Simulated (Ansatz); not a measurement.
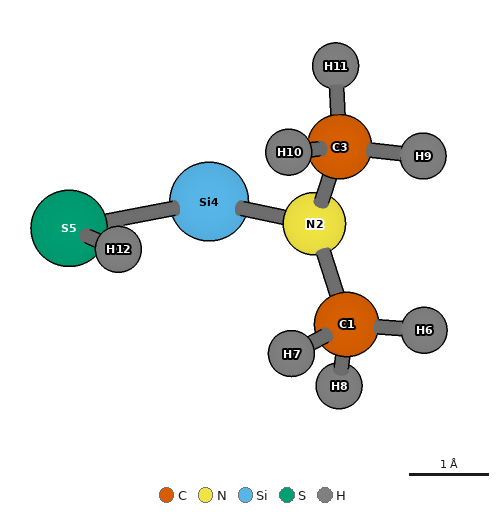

C2H7NSSi (coarse preliminary run), before the relaxation. A ball-and-stick model, seen at a tilt.

The start comes from a force field.

The calculation used RKS PBE-D4/def2-SVP in Ansatz.

The input:
```yaml
crystal:
  periodic: [false, false, false]
  atoms:
    - {symbol: C, position_ang: [-0.990300, 0.004400, 0.898600]}
    - {symbol: N, position_ang: [-0.317200, -0.606500, -0.212100]}
    - {symbol: C, position_ang: [1.053500, -0.794800, 0.177400]}
    - {symbol: Si, position_ang: [-0.680300, -0.345300, -1.863100]}
    - {symbol: S, position_ang: [-0.125300, 1.621300, -2.374400]}
    - {symbol: H, position_ang: [-0.875900, -0.457300, 1.835600]}
    - {symbol: H, position_ang: [-0.701300, 1.095800, 1.013200]}
    - {symbol: H, position_ang: [-2.083500, 0.050800, 0.708500]}
    - {symbol: H, position_ang: [1.158400, -1.264100, 1.214600]}
    - {symbol: H, position_ang: [1.628300, 0.157900, 0.262200]}
    - {symbol: H, position_ang: [1.606200, -1.453800, -0.487300]}
    - {symbol: H, position_ang: [0.404300, 1.936500, -1.139400]}
basis:
  gaussian: {orbitals: def2-SVP}
hamiltonian: {xc: pbe, dispersion: d4}
relax: {f_tol: 0.03, max_steps: 200}
```

> What does the optimiser find from here?

The atom that moves furthest after the best rigid fit is H12 (1.88 Å). By element the largest moves are H 1.88 Å, Si 1.03 Å, S 1.02 Å, N 0.65 Å, C 0.52 Å. Near-neighbour distances that change, for instance: Si4–S5 2.106 → 2.196 Å, C1–H6 1.051 → 1.113 Å, N2–Si4 1.711 → 1.760 Å, C3–H9 1.143 → 1.114 Å. Bond angles that change, for instance: Si4–S5–H12 95.6° → 102.5°, N2–C1–H6 116.9° → 110.5°, C1–N2–Si4 125.6° → 131.9°. Over 19 accepted moves (20 points after the start) the energy falls by 1.099 eV. Largest force component: 2.5 eV/Å at the start, 0.018 eV/Å at the end. The line search rejected the trial step at point 14 of the run. The run took roughly 110 core-seconds on a shared host.

The structure at the end:

```xyz
12

C    -0.6712    0.3948    0.7538
N     0.2109   -0.2362   -0.2094
C     1.1901   -1.1181    0.4181
Si    0.3184   -0.1151   -1.9623
S    -1.1229    1.4484   -2.5102
H    -1.0838   -0.3614    1.4594
H    -0.1427    1.1633    1.3646
H    -1.5320    0.8795    0.2544
H     0.6929   -1.9275    1.0004
H     1.8558   -0.5603    1.1164
H     1.8303   -1.5916   -0.3550
H    -1.4690    1.9690   -1.2963
```

After the run, drawn alike:

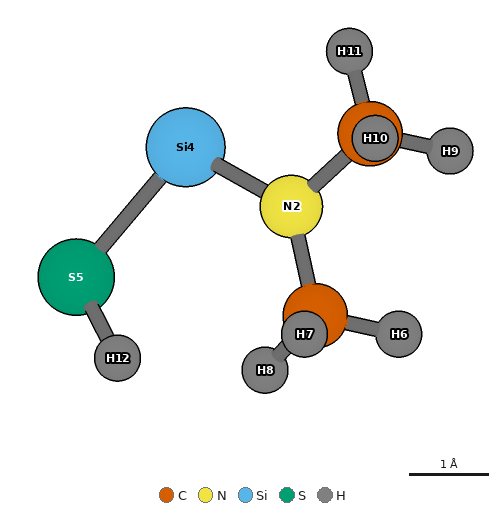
